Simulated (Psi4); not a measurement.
**BClO (boron chloride oxide): a first try and a second**

Aim: the vertical excitations of BClO (boron chloride oxide) at TDHF/6-311++G(3df,3pd) (save jk yes, triplets only).

The calculation is run with Psi4 1.11.

1 further run of the same task is left out (set aside as unsound or not needed).

**1. The molecule**

The species is BClO (3 atoms), meant as a singlet with charge 0. As SMILES, `O=BCl`. Geometry: relaxed at GFN2-xTB.

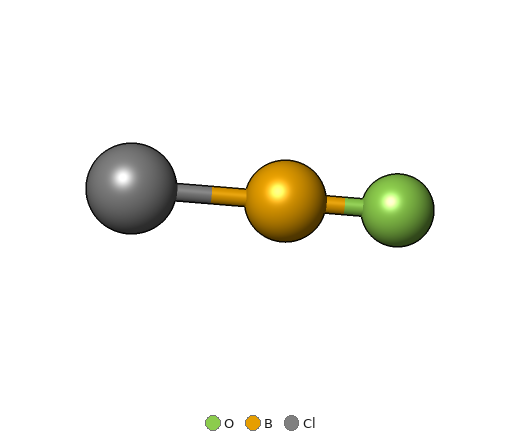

The structure, seen from a chosen angle (oxygen green, boron amber, chlorine grey).

**2. The input as first written**

Input file job.inp:

```
memory 1600 MB

molecule system {
  0 1
  O      1.019560     0.606200     0.626990
  B      0.113080     0.066620     0.069470
  Cl    -1.132640    -0.672810    -0.696460
  symmetry c1
  no_reorient
  no_com
}

set globals {
  basis    6-311++G(3df,3pd)
  scf_type pk
  save_jk  true
  docc     [16]
}

from psi4.driver.procrouting.response.scf_response import tdscf_excitations
e, wfn = energy('scf', return_wfn=True)
states = tdscf_excitations(wfn, states=3, tda=False, triplets='only')
```

On the command line:

```console
psi4 -n 1 job.inp job.out
```

job.out:

```text
Psi4 1.11 release

   => Loading Basis Set <=

    Name: 6-311++G(3DF,3PD)
    Role: ORBITAL
    Keyword: BASIS

RuntimeError:
Fatal Error: Got 16 alpha electrons, expected 15.
DOCC and SOCC must specify the occupation of all electrons or none.

Printing out the relevant lines from the Psithon --> Python processed input file:
    core.set_global_option("BASIS", "6-311++G(3df,3pd)")
    core.set_global_option("SCF_TYPE", "pk")
    core.set_global_option("SAVE_JK", "true")
    core.set_global_option("DOCC", [16])
    from psi4.driver.procrouting.response.scf_response import tdscf_excitations
--> e, wfn = energy('scf', return_wfn=True)
    states = tdscf_excitations(wfn, states=3, tda=False, triplets='only')

!----------------------------------------------------------------------------------!
!                                                                                  !
! Fatal Error: Got 16 alpha electrons, expected 15.                                !
! DOCC and SOCC must specify the occupation of all electrons or none.              !
!                                                                                  !
!----------------------------------------------------------------------------------!

    Psi4 run time: 0:00:00.15
```

Run time: 1.5 s. Hardware: 1 thread of Intel Xeon Platinum 8259CL at 2.50GHz (Skylake/Cascade Lake), shared host; peak memory 0.14 GiB.

**3. Reading the log**

The input was rejected.

The telling line is `Fatal Error: Got 16 alpha electrons, expected 15.`. What is wrong: the orbital occupation or active space doesn't match the electron count or the lowest state. To mend it: docc at its default in place of (16).

**4. Try two**

Input file bclo.dat:

```
memory 1600 MB

molecule {
  0 1
  O      1.019560     0.606200     0.626990
  B      0.113080     0.066620     0.069470
  Cl    -1.132640    -0.672810    -0.696460
  units angstrom
  no_reorient
  no_com
}

set basis 6-311++G(3df,3pd)
set scf_type pk
set save_jk true

from psi4.driver.procrouting.response.scf_response import tdscf_excitations
e_tot, wfn = energy('scf', return_wfn=True)
states = tdscf_excitations(wfn, states=3, tda=False, triplets='only')
print_variables()
```

On the command line:

```console
psi4 bclo.dat bclo.out -n 1
```

bclo.out:

```text
[...]
  Running in c1 symmetry.
[...]
  Nuclear repulsion =   70.603102143163085
[...]
  Multiplicity = 1
[...]
  Nalpha       = 15
  Nbeta        = 15
[...]
    Number of basis functions: 125
[...]
   @RHF iter   1:  -559.04272059536618   -6.52110e-01   4.70439e-03 DIIS/ADIIS
[...]
   @RHF iter   8:  -559.17810785828590   -4.65861e-08   3.85317e-07 DIIS
[...]
    Orbital Energies [Eh]
    ---------------------
    Doubly Occupied:
       1A   -104.903471     2A    -20.557724     3A    -10.632462
       4A     -8.100336     5A     -8.098291     6A     -8.098291
       7A     -7.687493     8A     -1.334766     9A     -1.192413
      10A     -0.687747    11A     -0.625503    12A     -0.578037
      13A     -0.578037    14A     -0.498916    15A     -0.498916
[...]
  @RHF Final Energy:  -559.17810785828590
   => Energetics <=
    Nuclear Repulsion Energy =             70.6031021431630847
    One-Electron Energy =                -911.4174840167745515
    Two-Electron Energy =                 281.6362740153254549
    Total Energy =                       -559.1781078582860118
[...]
 Multipole Moments:
 ------------------------------------------------------------------------------------
     Multipole            Electronic (a.u.)      Nuclear  (a.u.)        Total (a.u.)
 ------------------------------------------------------------------------------------
 L = 1.  Multiply by 2.5417464519 to convert [e a0] to [Debye]
 Dipole X            :         18.9294476          -19.9044853           -0.9750377
 Dipole Y            :         11.2398527          -11.8203692           -0.5805165
 Dipole Z            :         11.6392057          -12.2389057           -0.5997000
 Magnitude           :                                                    1.2834866
[...]
**********                               WARNING                                **********
**********       The names of excited state variables changed between 1.5       **********
[...]
**********                               WARNING                                **********
**********  Length-gauge rotatory strengths are **NOT** gauge-origin invariant  **********
[...]
                                    Excitation Energy         Total Energy        Oscillator Strength             Rotatory Strength
[...]
Excited State    1 (3 A):   0.23065 au   197.54 nm f = 0.0000
[...]
Excited State    2 (3 A):   0.27753 au   164.18 nm f = 0.0000
[...]
Excited State    3 (3 A):   0.27753 au   164.18 nm f = 0.0000
[...]
**********                               WARNING                                **********
**********       The names of excited state variables changed between 1.5       **********
[...]
```

It took 47 s on 1 thread of Intel Xeon Platinum 8259CL at 2.50GHz (Skylake/Cascade Lake), shared host; peak memory 0.67 GiB.

The roots found:

```
excited state  energy (eV)  strength  label
            1        6.276    0.0000    A 3
            2        7.552    0.0000    A 3
            3        7.552    0.0000    A 3
```

**5. What came out**

At TDHF/6-311++G(3df,3pd) (save jk yes, triplets only):

```
                             quantity          value
    ground-state or mean-field energy  -559.17811 Eh
 dipole moment (Hartree–Fock density)         3.26 D
  HOMO energy (Hartree–Fock orbitals)      -13.58 eV
  LUMO energy (Hartree–Fock orbitals)        0.99 eV
HOMO–LUMO gap (Hartree–Fock orbitals)       14.57 eV
             lowest excitation energy        6.28 eV
```
